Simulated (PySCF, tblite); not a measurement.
# AlH₆NO₃Si, a small molecule taken as a stand-in for a surface group (aluminium hydroxide): NMR shifts, core binding energies and electronic excitations, part 2 of 2

tblite 0.8.0 and PySCF 2.14.0. Atoms count from 0, parts from 1. Earlier steps stand in the parts before.

## 5. X-ray photoelectron lines: SCAN, X2C

Job settings and geometry (Å):

```
{"job": {"kind": "xps", "holes": 5}, "charge": 0, "multiplicity": 1}
O     -0.948556     0.793775    -1.822790
Al     0.117908     1.418182    -0.659998
O      0.512065     3.065902    -0.691410
O      0.752297     0.359964     0.498547
Si     0.684586    -1.225494     0.985253
N     -0.806130    -2.023663     0.653628
H     -1.328733     1.333738    -2.517277
H      1.112189     3.484567    -0.073203
H      0.882588    -1.259796     2.461782
H      1.761678    -1.969355     0.269623
H     -1.079154    -2.177871    -0.311918
H     -1.621155    -1.827356     1.224006
```

Method: delta-SCF UKS SCAN, pcX-2 on the ionised atom, pcseg-1 elsewhere, spin-free X2C.

The log of the run:

```text
ground state, core basis on atom 0 (O), 153 functions
  cycle   1  E = -816.80746667  |g| = 1.42e+00
  cycle   2  E = -815.80923982  |g| = 2.63e+00
  cycle   3  E = -817.16924547  |g| = 2.11e-01
  cycle   4  E = -817.17363261  |g| = 1.50e-01
  cycle   5  E = -817.17819080  |g| = 2.42e-02
  cycle   6  E = -817.17825312  |g| = 1.68e-02
  cycle   7  E = -817.17830629  |g| = 3.86e-03
  cycle   8  E = -817.17831024  |g| = 1.31e-03
  cycle   9  E = -817.17830844  |g| = 2.29e-04
  E(ground) = -817.25232199 Eh
hole in O 1s of atom 0
  cycle   1  E = -796.58941385  |g| = 2.22e+00
  cycle   2  E = -794.47168895  |g| = 2.50e+00
  cycle   3  E = -796.93658072  |g| = 1.01e+00
  cycle   4  E = -797.34712968  |g| = 3.48e-01
  cycle   5  E = -797.39003087  |g| = 1.09e-01
  cycle   6  E = -797.39456924  |g| = 4.90e-02
  cycle   7  E = -797.39545390  |g| = 2.27e-02
  cycle   8  E = -797.39564733  |g| = 4.70e-03
  cycle   9  E = -797.39565401  |g| = 2.73e-03
  cycle  10  E = -797.39565663  |g| = 9.93e-04
  cycle  11  E = -797.39565782  |g| = 1.66e-04
  E(ion) = -797.47091601 Eh   <S^2> = 0.7614   hole on atom = 1.000   binding energy = 538.279 eV
ground state, core basis on atom 1 (Al), 164 functions
  cycle   1  E = -817.23086167  |g| = 2.51e-01
  cycle   2  E = -817.22996247  |g| = 1.10e-01
  cycle   3  E = -817.22924687  |g| = 1.19e-01
  cycle   4  E = -817.23184615  |g| = 2.01e-02
  cycle   5  E = -817.23190468  |g| = 3.85e-03
  cycle   6  E = -817.23190815  |g| = 5.37e-04
  cycle   7  E = -817.23190738  |g| = 2.26e-04
  E(ground) = -817.27274217 Eh
hole in Al 2p of atom 1
  cycle   1  E = -813.98050467  |g| = 1.08e+00
  cycle   2  E = -812.68029276  |g| = 1.44e+00
  cycle   3  E = -813.88784187  |g| = 8.41e-01
  cycle   4  E = -814.20500244  |g| = 2.07e-01
  cycle   5  E = -814.22500665  |g| = 1.59e-01
  cycle   6  E = -814.23434327  |g| = 5.81e-02
  cycle   7  E = -814.23556126  |g| = 2.10e-02
  cycle   8  E = -814.23572969  |g| = 9.79e-03
  cycle   9  E = -814.23576421  |g| = 1.81e-03
  cycle  10  E = -814.23576786  |g| = 7.77e-04
  cycle  11  E = -814.23576657  |g| = 4.59e-04
  E(ion) = -814.28338693 Eh   <S^2> = 0.7531   hole on atom = 1.003   binding energy = 81.344 eV
  2p3/2 = 80.946 eV   2p1/2 = 81.467 eV
ground state, core basis on atom 2 (O), 153 functions
  cycle   1  E = -817.17691030  |g| = 1.01e-01
  cycle   2  E = -817.17607270  |g| = 8.17e-02
  cycle   3  E = -817.17656051  |g| = 6.23e-02
  cycle   4  E = -817.17724721  |g| = 3.55e-03
  cycle   5  E = -817.17725083  |g| = 1.95e-03
  cycle   6  E = -817.17725094  |g| = 2.37e-04
  E(ground) = -817.25181690 Eh
hole in O 1s of atom 2
  cycle   1  E = -796.58764628  |g| = 2.22e+00
  cycle   2  E = -794.34531297  |g| = 2.52e+00
  cycle   3  E = -796.88405670  |g| = 1.04e+00
  cycle   4  E = -797.34153871  |g| = 3.65e-01
  cycle   5  E = -797.38234459  |g| = 1.78e-01
  cycle   6  E = -797.39062438  |g| = 1.10e-01
  cycle   7  E = -797.39533866  |g| = 1.56e-02
  cycle   8  E = -797.39545168  |g| = 4.13e-03
  cycle   9  E = -797.39545727  |g| = 1.98e-03
  cycle  10  E = -797.39545912  |g| = 1.21e-03
  cycle  11  E = -797.39545959  |g| = 1.76e-04
  E(ion) = -797.47149709 Eh   <S^2> = 0.7615   hole on atom = 1.000   binding energy = 538.250 eV
ground state, core basis on atom 3 (O), 153 functions
  cycle   1  E = -817.17830543  |g| = 1.31e-01
  cycle   2  E = -817.17273635  |g| = 1.99e-01
  cycle   3  E = -817.17967036  |g| = 4.16e-02
  cycle   4  E = -817.17993766  |g| = 1.55e-02
  cycle   5  E = -817.17997981  |g| = 2.04e-03
  cycle   6  E = -817.17998153  |g| = 4.84e-04
  E(ground) = -817.25454943 Eh
hole in O 1s of atom 3
  cycle   1  E = -796.60057955  |g| = 2.23e+00
  cycle   2  E = -796.05660166  |g| = 2.25e+00
  cycle   3  E = -797.32152010  |g| = 5.41e-01
  cycle   4  E = -797.34146665  |g| = 4.52e-01
  cycle   5  E = -797.43247714  |g| = 6.14e-02
  cycle   6  E = -797.43325455  |g| = 4.23e-02
  cycle   7  E = -797.43396600  |g| = 6.52e-03
  cycle   8  E = -797.43398473  |g| = 1.73e-03
  cycle   9  E = -797.43398583  |g| = 1.36e-03
  cycle  10  E = -797.43398833  |g| = 3.70e-04
  E(ion) = -797.50925922 Eh   <S^2> = 0.7628   hole on atom = 1.000   binding energy = 537.297 eV
ground state, core basis on atom 4 (Si), 164 functions
  cycle   1  E = -817.24705709  |g| = 3.10e-01
  cycle   2  E = -817.24071307  |g| = 2.20e-01
  cycle   3  E = -817.24216860  |g| = 1.96e-01
  cycle   4  E = -817.24947065  |g| = 2.23e-02
  cycle   5  E = -817.24955253  |g| = 5.96e-03
  cycle   6  E = -817.24956152  |g| = 1.13e-03
  cycle   7  E = -817.24955864  |g| = 3.10e-04
  E(ground) = -817.28618681 Eh
hole in Si 2p of atom 4
  cycle   1  E = -812.97553820  |g| = 1.24e+00
  cycle   2  E = -812.88726998  |g| = 1.08e+00
  cycle   3  E = -813.23998061  |g| = 3.24e-01
  cycle   4  E = -813.28436234  |g| = 1.17e-01
  cycle   5  E = -813.28941275  |g| = 3.64e-02
  cycle   6  E = -813.28997595  |g| = 1.29e-02
  cycle   7  E = -813.29001913  |g| = 7.47e-03
  cycle   8  E = -813.29004182  |g| = 5.79e-04
  cycle   9  E = -813.29004258  |g| = 3.86e-04
  E(ion) = -813.33711160 Eh   <S^2> = 0.7512   hole on atom = 1.003   binding energy = 107.460 eV
  2p3/2 = 107.232 eV   2p1/2 = 107.856 eV
```

It took 34 s on 1 thread of Intel Xeon Platinum 8488C, shared host; peak memory 0.61 GiB.

The holes in one table. −ε is the ground-state orbital energy:

```csv
hole,stands for,environment,ΔSCF (eV; 2p as the shell's mean),−ε (eV),⟨S²⟩
O1s on O0,O0,"oxygen bonded to Al, H",538.28,516.2,0.761
Al2p on Al1,Al1,aluminium bonded to 3 O,81.12,70.7,0.753
O1s on O2,O2,"oxygen bonded to Al, H",538.25,516.3,0.761
O1s on O3,O3,"oxygen bonded to Al, Si",537.30,516.0,0.763
Si2p on Si4,Si4,"silicon bonded to N, O, 2 H",107.44,96.4,0.751
```

With the spin-orbit splitting: Al1 2p3/2 80.95, 2p1/2 81.47 eV; Si4 2p3/2 107.23, 2p1/2 107.86 eV. The table gives each 2p level as the mean over the whole 2p shell (two parts 2p3/2, one part 2p1/2), which differs a little from the single hole in the log.

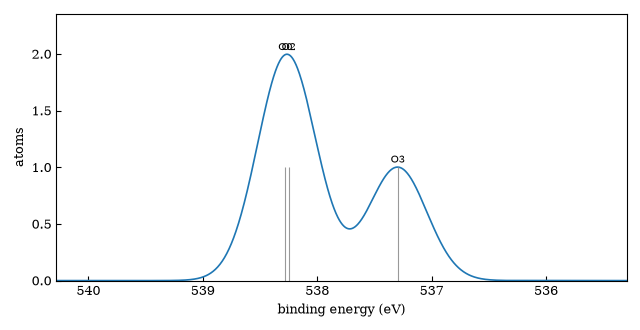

The O1s photoelectron lines, weighted by the number of atoms. Lines are broadened to a width of 0.60 eV (Gaussian).

## 6. TDDFT and polarisability: CAM-B3LYP/def2-SVPD

Settings changed since step 5:

```diff
@@ -1,2 +1,2 @@
-{"job": {"kind": "xps", "holes": 5}, "charge": 0, "multiplicity": 1}
+{"job": {"kind": "uv", "xc": "CAM-B3LYP", "basis": "def2-SVPD", "nstates": 6, "ntriplets": 2, "ip": true}, "charge": 0, "multiplicity": 1}
 O     -0.948556     0.793775    -1.822790
```

With the program's defaults for keys left out, this is: TDDFT CAM-B3LYP/def2-SVPD, vertical, gas phase, core orbitals frozen in the response.

The log of the run:

```text
coarse grid: 11288 points
cycle   1  E = -815.3526111267  dE =  4.526e-01  |g| = 1.233e+00  |ddm| = 4.631e+00
cycle   2  E = -815.1188136913  dE =  2.338e-01  |g| = 1.683e+00  |ddm| = 5.209e+00
cycle   3  E = -815.6446460653  dE = -5.258e-01  |g| = 8.122e-02  |ddm| = 2.792e+00
cycle   4  E = -815.6454414966  dE = -7.954e-04  |g| = 5.634e-02  |ddm| = 2.353e-01
cycle   5  E = -815.6460788663  dE = -6.374e-04  |g| = 9.688e-03  |ddm| = 1.081e-01
cycle   6  E = -815.6460956554  dE = -1.679e-05  |g| = 4.223e-03  |ddm| = 3.237e-02
cycle   7  E = -815.6460991812  dE = -3.526e-06  |g| = 9.776e-04  |ddm| = 5.309e-03
final grid: 100664 points
cycle   8  E = -815.7733380028  dE = -2.093e-05  |g| = 3.053e-03  |ddm| = 3.687e-02
cycle   9  E = -815.7733373887  dE =  6.141e-07  |g| = 3.687e-03  |ddm| = 7.912e-03
cycle  10  E = -815.7733401321  dE = -2.743e-06  |g| = 2.027e-04  |ddm| = 5.878e-03
cycle  11  E = -815.7733401395  dE = -7.447e-09  |g| = 1.973e-04  |ddm| = 6.168e-04
cycle  12  E = -815.7733401470  dE = -7.456e-09  |g| = 2.913e-05  |ddm| = 2.615e-04
cycle  13  E = -815.7733401472  dE = -2.351e-10  |g| = 1.125e-05  |ddm| = 1.139e-04
converged SCF energy = -815.7733401472

Static polarisability (au): isotropic 65.921, principal 58.878 65.826 73.058

Singlet excitations
state   eV       nm        f      main configurations
  1   6.4410    192.5   0.07011   H->L 0.74, H->L+1 0.19
  2   6.9660    178.0   0.00148   H-1->L 0.79
  3   7.1171    174.2   0.00156   H-2->L 0.80
  4   7.1613    173.1   0.00944   H->L+1 0.52, H->L 0.14, H-2->L 0.10
  5   7.7569    159.8   0.05435   H-3->L 0.43, H-4->L 0.15, H-5->L 0.13
  6   7.8386    158.2   0.03595   H-5->L 0.56, H-4->L 0.24

Triplet excitations (Tamm-Dancoff, eV): 6.1454 6.7479
Vertical ionisation energy (delta-SCF) = 10.0610 eV
Vertical electron affinity (delta-SCF) = -0.3825 eV
```

It took 1.8 min on 1 thread of Intel Xeon Platinum 8488C, shared host; peak memory 0.97 GiB.

The orbitals next to the gap, with their largest atomic shares:

```csv
orbital,eV,atoms
HOMO−3,-11.03,"O3 39 %, Si4 14 %, N5 11 %"
HOMO−2,-10.78,"O0 46 %, O2 41 %, Al1 7 %"
HOMO−1,-9.98,"O3 34 %, Si4 25 %, H9 18 %"
HOMO,-9.07,"N5 67 %, O3 10 %, Si4 7 %"
LUMO,-0.18,"Al1 63 %, O2 9 %, O0 8 %"
LUMO+1,1.37,"Si4 23 %, H11 12 %, O2 11 %"
LUMO+2,1.63,"O0 29 %, H6 15 %, O2 13 %"
```

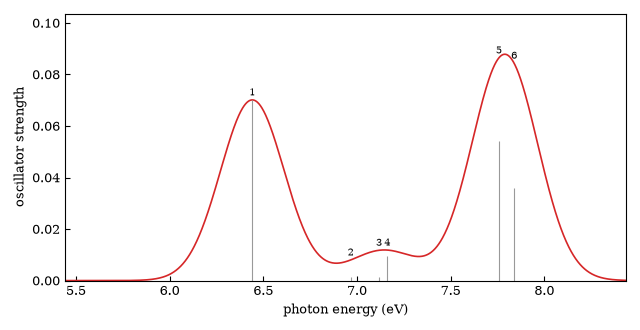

Absorption spectrum from the 6 singlet states computed; above the last one it falls off for lack of states. Lines are broadened to a width of 0.40 eV (Gaussian).

Further results of this job:

```csv
property,computed
dipole moment (D),1.41
polarisability (Å³),9.77
HOMO–LUMO gap (eV),8.89
−ε(HOMO) (eV),9.07
```

## 7. Summary of results

The summary covers parts 1 to 2.

| quantity | value |
| --- | --- |
| point group | C1 |
| rotational constants (main isotopes) | 4.44, 1.24, 1.01 GHz |
| ¹H shifts against TMS (PBE0/pcSseg-2) | 4.92, 4.76, 1.39, 1.31, 1.07, 0.93 ppm |
| ¹⁷O shifts against H2O (PBE0/pcSseg-2) | 83.2, 11.2, 8.4 ppm |
| ²⁷Al shifts against AlH4- (PBE0/pcSseg-2) | 14.9 ppm |
| ²⁹Si shifts against TMS (PBE0/pcSseg-2) | -36.6 ppm |
| ¹⁵N shifts against NH3 (PBE0/pcSseg-2) | 40.5 ppm |
| surface potential, least and greatest | -1.29 V and 2.81 V |
| O1s binding energies, SCAN/pcX-2 | O0 538.28, O2 538.25, O3 537.30 eV |
| Al2p binding energies, SCAN/pcX-2 | Al1 81.12 eV |
| Si2p binding energies, SCAN/pcX-2 | Si4 107.44 eV |
| lowest singlet (CAM-B3LYP/def2-SVPD) | 6.44 eV (192 nm), f = 0.070 |
| lowest triplet | 6.15 eV |
| vertical ionisation energy (ΔSCF) | 10.06 eV |
| vertical electron affinity (ΔSCF) | -0.38 eV (unbound: the value hangs on the basis) |

Over 24 steps the energy fell by 0.286 eV; of the close pairs, O0–Al1 changed most, 1.644 to 1.697 Å (PBE0/def2-SVP). At PBE0/pcSseg-2: The widest tensor belongs to Al1: span 115 ppm, with a paramagnetic part of -324 ppm. By nearest atom (PBE0/pcSseg-2), the HOMO sits on N5 67 %; O3 10 % and the LUMO on Al1 29 %; O0, O2, O3 about 12 % each. O0 (oxygen bonded to Al, H) binds its O1s electron 0.98 eV more tightly than O3 (oxygen bonded to Al, Si). The lowest singlet, at 6.44 eV, is HOMO→LUMO 0.74, HOMO→LUMO+1 0.19 and is bright. The lowest triplet lies 0.30 eV below the lowest singlet (triplets in Tamm-Dancoff, singlets in full TDDFT). ΔSCF puts the ionisation energy at 10.06 eV, 0.99 eV above −ε(HOMO). A capped cluster stands for the solid here, so long-range fields and strain are missing, and bands or shifts of the capping hydrogens have no counterpart in it.
